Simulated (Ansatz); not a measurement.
# Lattice dynamics of TcSn (built on the sites of a database entry of HfTc), part 2 of 2

How does TcSn (built on the sites of a database entry of HfTc) vibrate, and is this structure a minimum?

Ansatz 0.2.0; DFT PBEsol, scalar-relativistic, plane waves, PAW.

So far. Step 4 (Relaxing to small forces for the phonons): The forces vanish by symmetry and the pressure is 0.000 GPa, within the tolerances set. The cell now holds 16.71 Å³/atom. Step 5 (Linear response at the zone centre): Before it was imposed, the acoustic sum rule was missed by 1.6e-4 eV/Å². Small misses are needed for a sound result but don't prove that mesh and cutoff are converged. The lowest optical mode is real, 189 cm⁻¹. The relaxed cell has a = 3.221 Å (conventional setting).

The structure was built from a prototype and need not be the compound's stable phase.

## Step 6: The dispersion

Stability and thermal properties need the whole zone. Linear response on a 4×4×4 q mesh gives force constants as far as a supercell of that size would.

Input file input.yaml:

```yaml
crystal:
  lattice:
    - [3.2213741624, 0.0, 0.0]
    - [0.0, 3.2213741624, 0.0]
    - [0.0, 0.0, 3.2213741624]
  atoms:
    - { symbol: Sn, position: [0.0, 0.0, 0.0] }
    - { symbol: Tc, position: [0.5, 0.5, 0.5] }
kpoints:
  mp_grid: { grid: [12, 12, 12] }
hamiltonian:
  xc: pbesol
scf:
  occupations: { method: methfessel_paxton, width: 0.15 }
output:
  eigenvalues: true
phonons:
  method: dfpt
  qmesh: [4, 4, 4]
  temperatures: { t_max: 1000, t_step: 50 }
  qpath:
    path:
      - [[0.0, 0.0, 0.0], [0.0, 0.5, 0.0], [0.5, 0.5, 0.0], [0.0, 0.0, 0.0], [0.5, 0.5, 0.5], [0.0, 0.5, 0.0]]
      - [[0.5, 0.5, 0.5], [0.5, 0.5, 0.0]]
    npoints: 10
```

Started as:

```bash
> ansatz run input.yaml --threads 4 --pin off --max-ram 7168MiB --backend cpu --events-out ev --progress --plain --runs-dir out
```

Numbers of over 12 decimals in the logs are rounded to 6 here.

The log of the run:

```text
[...]
Crystal: 2 atoms, lattice volume = 33.429 Å³
Basis set: ecut = 500 eV, 847 PW (Γ), exchange–correlation on 48×48×48 points (8 copies of the dense FFT grid, shifted against one another)
Bands: 19, of which v1, the nominal top of the filled ones, is band 15 counted from 1 (14 counted from 0)
Symmetry: 48 space group operations
k-points: 84 of 1728
[...]
SCF iter   1: F=—  HF=-11287.744527 eV  |F-HF|=—  |Δ(HF+E_count)|=         —  Δρ=5.72e-2  dr2=2.07e0  ethr=3.10e-3  ⟨swp⟩=4.9  Hψ=7285  notcnv=0
[...]
SCF iter   8: F=-11287.160255 eV  HF=-11287.160255 eV  |F-HF|=5.46e-12  |Δ(HF+E_count)|=  9.46e-11  S|Δr|=    0.00e0  Δρ=1.66e-7  dr2=6.43e-12  ethr=1.00e-12  ⟨swp⟩=5.3  Hψ=8366  notcnv=0
[...]
SCF 1 converged in 8 iterations: F = -11287.160255 eV  dr2 = 6.43e-12
[...]
phonons: the bands overlap, so this run is a metal and interpolates without the dipole-dipole term. If the crystal is really an insulator or semiconductor, its LO-TO splitting is missing
NSCF: frozen V_eff on 84 k-points
[...]
DFPT response loops at q = (0, 0, 0) (fractional): preconditioner auto → Kerker (q_TF=auto, 2.664 Å⁻¹) (partly filled bands, converged f_vac=0.000); β = 1.00, the filter's whole step (`scf.mixing.beta` (0.50) is not read by the response loops under this deck's `scf.mixing.preconditioner`; to damp them name `kerker` or `kerker_dos`, under which they read `scf.mixing.beta`, and type it under 1.00, their step now; both keys bind the ground state too); Broyden in place of MSR1
[...]
SCF converged after 8 iterations
[...]
Free energy (F): -11287.160255 eV
[...]
Internal energy: -11287.159851 eV  (E = F + TS)
E sigma→0 (E₀):  -11287.160154 eV
Entropy (-TS):   -0.000403 eV (-0.202 meV/atom)
Fermi energy:    18.676712 eV
[...]
--- Band table (eV; the first three rows and the last of 84) ---
  k-point 0: bands = [... 11 lower, 15.9055, 19.0896, 19.0896, 19.0896, 21.8503, 21.8503, 21.8503, 28.2994]
  k-point 1: bands = [... 11 lower, 15.9238, 18.8012, 18.8012, 19.0867, 21.3424, 22.2612, 22.2612, 28.6725]
  k-point 2: bands = [... 11 lower, 15.9745, 18.2290, 18.2290, 19.0788, 20.4371, 23.2043, 23.2043, 28.8002]
  k-point 83: bands = [... 11 lower, 13.6553, 15.7563, 20.2918, 20.2918, 22.5204, 22.5204, 22.5204, 25.0730]
--- Phonons (Γ-DFPT): 2 representative perturbations + reference (Σ response iterations 6) ---
  ASR residual: 1.584e-4 → 0.000e0 eV/Å²; symmetrization residual: 1.096e-5 eV/Å²
  ASR residual per site (eV/Å²): 6.03e-5 1.58e-4
  Γ frequencies (cm⁻¹): 0.00 0.00 0.00 188.52 188.52 188.52
--- Phonons (arbitrary-q DFPT): 10 irreducible q on the 4×4×4 mesh ---
  q = [0.0000, 0.0000, 0.0000] (star 1, of the zone-centre solve; hermiticity 3.13e-6, symmetrization 9.42e-12): -0.00 -0.00 0.00 188.52 188.52 188.52
  q = [0.0000, 0.0000, 0.2500] (star 6, 4 solved perturbations in 1848 linear systems a pass and spin channel, the states on 588 of 1728 k-point pairs; hermiticity 8.21e-6, symmetrization 8.64e-13): 65.96 65.96 117.94 168.63 168.63 187.98
[...]
q = [0.0000, 0.2500, -0.5000] (star 12, 6 solved perturbations on 588 of 1728 k-point pairs; hermiticity 3.47e-6, symmetrization 1.34e-7): 109.38 111.58 127.89 138.48 203.06 203.54
[...]
sum rule: each row above includes the acoustic sum rule's correction from the zone centre's row sums; it moved no ω² by more than (0.66 cm⁻¹)²
  mesh force constants: q→R imaginary residual 2.95e-18; ASR residual 1.584e-4 → 0.000e0 eV/Å²; symmetrization residual 8.882e-15 eV/Å²
  interpolated dispersion: 62 rows × 6 modes
  density of states and harmonic sums: on the 20×20×20 q-mesh, interpolated from the force constants of a 4×4×4 supercell (no non-analytic term)
  largest difference from the sums on the solved wave vectors: F 1.24e-2 eV, S 1.64e-5 and C_V 4.01e-6 eV/K
  zero-point energy: 0.053166 eV/cell   skipped modes (ω ≤ 0): 3   left out of the sums: 6.25e-5 of the cell's modes: C_V's classical limit lies that fraction below 3 k_B per atom; for a crystal, a wire or a layer, F and S can be off by more, and a phonons.interpolated_qmesh denser along its periods is the remedy for the sampling
```

Wall time 4.7 min (4 threads of Arm Neoverse V2, shared host); peak memory 2.1 GiB.

Numbers from this step:

```yaml
sum_rule_residual_before_enforcement: 1.58e-4 eV/Å²
lowest_frequency_on_the_path: 0 cm⁻¹
highest_frequency_on_the_path_or_at_a_solved_wavevector: 221.2 cm⁻¹
mean_frequency: 142.9 cm⁻¹
debye_temperature_second_moment: 278 K
logarithmic_mean_frequency: 135.5 cm⁻¹
lowest_mode_on_the_q_mesh_acoustic_modes_at_gamma_apart: 65.96 cm⁻¹
zero_point_energy_per_atom: 26.58 meV
heat_capacity_at_300_k: 23.91 J/(mol atoms K)
vibrational_entropy_at_300_k: 36.22 J/(mol atoms K)
```

Frequencies (cm⁻¹) solved at each irreducible wavevector; negative means imaginary. Frequencies by wavevector, by row:

```
q in reciprocal lattice units  star  mode 1  mode 2  mode 3  mode 4  mode 5  mode 6
                        0 0 0     1       0       0       0   188.5   188.5   188.5
                     0 0 0.25     6      66      66   117.9   168.6   168.6     188
                     0 0 -0.5     3   101.4   101.4   134.3   134.3   175.8   192.7
                  0 0.25 0.25    12    72.5    96.1   138.2   160.7   167.2   197.2
                  0 0.25 -0.5    12   109.4   111.6   127.9   138.5   203.1   203.5
                  0 -0.5 -0.5     3    87.3    87.3   113.2   119.4   221.2   221.2
               0.25 0.25 0.25     8    95.5    95.5   122.6     180   183.6   183.6
               0.25 0.25 -0.5    12    96.3   110.3   124.5   159.1     193   205.2
               0.25 -0.5 -0.5     6   104.3   104.3   119.8   155.2   204.2   204.2
               -0.5 -0.5 -0.5     1   115.3   115.3   115.3   184.4   184.4   184.4
```

Interpolated from a 4×4×4 q mesh. The phonon branches at the labelled points (cm⁻¹):

```
    point  branch 1  branch 2  branch 3  branch 4  branch 5  branch 6
        Γ         0         0         0       188       188       188
        X       101       101       134       134       176       193
        M        87        87       113       119       221       221
        Γ         0         0         0       188       188       188
        R       115       115       115       184       184       184
        X       101       101       134       134       176       193
jump to R       115       115       115       184       184       184
        M        87        87       113       119       221       221
```

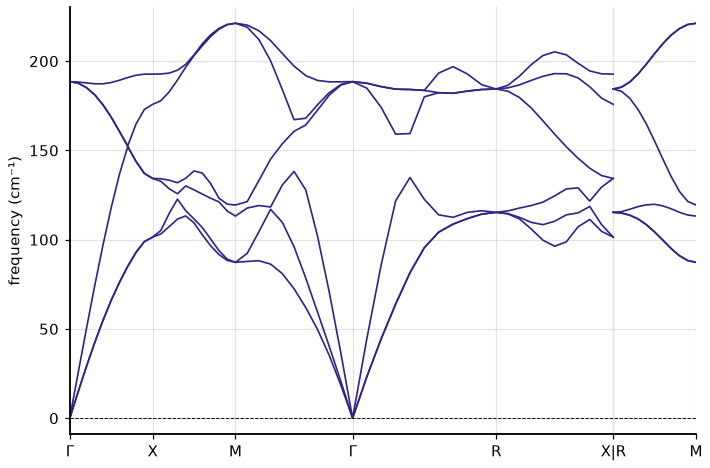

Phonon branches along the path.

The phonon density of states has structure finer than the step of the table below, so its rows give means over 10 cm⁻¹, whole bins alone (the curve runs from 1 to 221 cm⁻¹). Peaks (cm⁻¹: height): 97.0: 0.0803, 107.0: 0.0756, 129.0: 0.0608, 159.0: 0.0434, 193.0: 0.0791.

Tetrahedra on a 20×20×20 mesh, mean over bins of 2 cm-1. Interpolated from a 4×4×4 q mesh. Table of phonon density of states by wavenumber; means over each step:

```
wavenumber (cm⁻¹)  phonon density of states (1/cm⁻¹/cell)
               10                                  7.5e-5
               20                                  4.8e-4
               30                                 0.00122
               40                                 0.00239
               50                                 0.00418
               60                                 0.00670
               70                                  0.0102
               80                                  0.0157
               90                                  0.0371
              100                                  0.0673
              110                                  0.0568
              120                                  0.0400
              130                                  0.0502
              140                                  0.0326
              150                                  0.0228
              160                                  0.0342
              170                                  0.0314
              180                                  0.0267
              190                                  0.0598
              200                                  0.0620
              210                                  0.0310
```

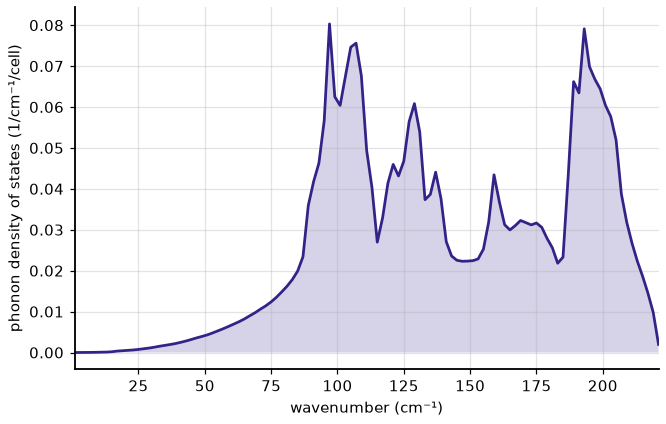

Phonon density of states against wavenumber.

The partial phonon density of states has structure finer than the step of the table below, so its rows give means over 20 cm⁻¹, whole bins alone (the curve runs from -10 to 238 cm⁻¹). Peaks (cm⁻¹: height): Sn 97.4: 0.0308, 127.0: 0.02, 159.7: 0.0276, 192.4: 0.0442; Tc 108.3: 0.0495, 130.1: 0.0328, 192.4: 0.0304.

Phonopy on the run's constants, 17x17x17 mesh, Gaussian sigma 2.0 cm-1. Interpolated from a 4×4×4 q mesh. Table of partial phonon density of states by wavenumber; means over each step; values in 1/cm⁻¹/cell:

```
wavenumber (cm⁻¹)       Sn       Tc
                0   1.6e-5   1.4e-5
               20   3.0e-4   2.5e-4
               40  0.00132  0.00117
               60  0.00355  0.00347
               80  0.00855  0.00957
              100   0.0244   0.0367
              120   0.0152   0.0301
              140   0.0153   0.0181
              160   0.0221  0.00870
              180   0.0201   0.0135
              200   0.0337   0.0237
              220  0.00540  0.00472
```

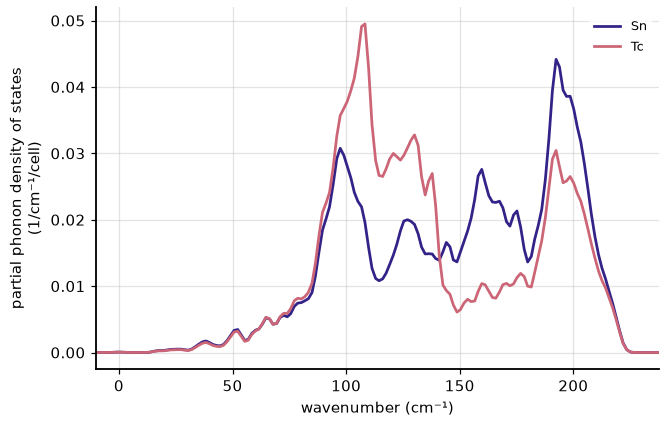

Partial phonon density of states, plotted against wavenumber.

Second derivatives of the energy by pair, one row for each kind of neighbour of each atom listed. Each entry sums the pair over the periodic images of the supercell that the q mesh stands for, and in a polar crystal it holds the long-range dipole part too. Force constants by pair, by row:

```
atom  neighbour  distance (Å)  third of the trace (eV/Å²)  along the pair's line (eV/Å²)
 Sn1     itself             0                       10.62                              –
 Sn1         Tc          2.79                     -0.7941                         -2.733
 Sn1         Sn         3.221                     -0.4743                         -1.657
 Sn1         Sn         4.556                      0.0148                        -0.0692
 Sn1         Tc         5.342                     -0.0234                        -0.0217
 Sn1         Sn          5.58                     -0.1334                        -0.3773
 Sn1         Sn         6.443                      0.0203                         0.0093
 Sn1         Tc         7.021                     -0.0027                        -0.0118
 Sn1         Sn         7.203                     -0.0073                         0.0022
 Tc2     itself             0                       7.343                              –
 Tc2         Sn          2.79                     -0.7941                         -2.733
 Tc2         Tc         3.221                     -0.0347                        -0.7607
 Tc2         Tc         4.556                     -0.1435                        -0.3685
 Tc2         Sn         5.342                     -0.0234                        -0.0217
 Tc2         Tc          5.58                       0.131                         0.5035
 Tc2         Tc         6.443                     -0.0283                         0.1377
 Tc2         Sn         7.021                     -0.0027                        -0.0118
 Tc2         Tc         7.203                      0.0258                         0.0119
```

Harmonic thermodynamic functions per atom, from the density of states. Interpolated from a 4×4×4 q mesh. Thermodynamic functions, by row:

```
T (K)  F_vib (meV/atom)  S (J/mol-atom/K)  C_V (J/mol-atom/K)
    0             26.58                 0                   0
   50             26.12             3.424               8.207
  100             22.01             12.49               17.61
  200              1.13             26.74               22.71
  300            -31.79             36.22               23.91
  400            -73.09             43.17               24.35
  500            -120.8             48.63               24.56
  600            -173.6             53.12               24.68
  700            -230.6             56.93               24.75
  800            -291.4             60.24               24.79
  900            -355.4             63.16               24.82
 1000            -422.2             65.78               24.85
```

Harmonic mean-square displacement, third of the trace. Interpolated from a 4×4×4 q mesh. Mean square displacements, by row:

```
T (K)  Sn1 U_eq (Å²)  Tc2 U_eq (Å²)
    0        0.00107        0.00141
  100        0.00169        0.00226
  300        0.00423        0.00575
  600        0.00828        0.01129
```

Symmetry leaves 10 wavevectors to solve. The lowest mode among them, the acoustic zeros apart, lies at q = (0, 0, 0.25) and is real, 66.0 cm⁻¹.

## Step 7: What came out

```
space group after relaxation (within 0.01 Å)            : Pm-3m
volume per atom                                         : 16.7 Å³
electronic character                                    : no gap on this mesh
highest optical mode at the zone centre (no LO-TO term) : 189 cm⁻¹
lowest optical zone-centre mode                         : 189 cm⁻¹
lowest mode on the q mesh (acoustic modes at Γ apart)   : 66.0 cm⁻¹
highest frequency on the path or at a solved wavevector : 221 cm⁻¹
zero-point energy per atom                              : 26.6 meV
heat capacity at 300 K                                  : 23.9 J/(mol atoms K)
vibrational entropy at 300 K                            : 36.2 J/(mol atoms K)
Debye temperature (second moment)                       : 278 K
imaginary modes on the 4×4×4 q mesh                     : none
```

What this shows: The structure is a minimum as far as tested: no mode is imaginary at the 10 irreducible wavevectors of the 4×4×4 mesh, and the softest away from the acoustic zeros lies at 66 cm⁻¹. The optical modes at Γ form one degenerate level at 189 cm⁻¹. With no gap, or one that is small against the smearing, the frequencies hang on the k mesh and the smearing, most of all near Kohn anomalies. The phonon runs are without spin polarisation, although the cell has an odd electron count. Spin-orbit coupling is left out, which can matter for the heavy elements here. A phonon run warned that its eigensolver left some bands unconverged in a pass. The starting cell was built on a prototype and not taken from a measurement, so the phase need not exist. These are harmonic frequencies at zero temperature: anharmonic shifts, linewidths and thermal expansion are left out.

[Logs are printed without paths, hosts, clocks, repeated set-up lines and the standing remarks that a program may print on its own settings, such as how far it seeks lower states.]

[Hosts, paths, dates, database ids (printed as entryN), source tags and the programs' standing remarks are cut or masked in the printed files.]
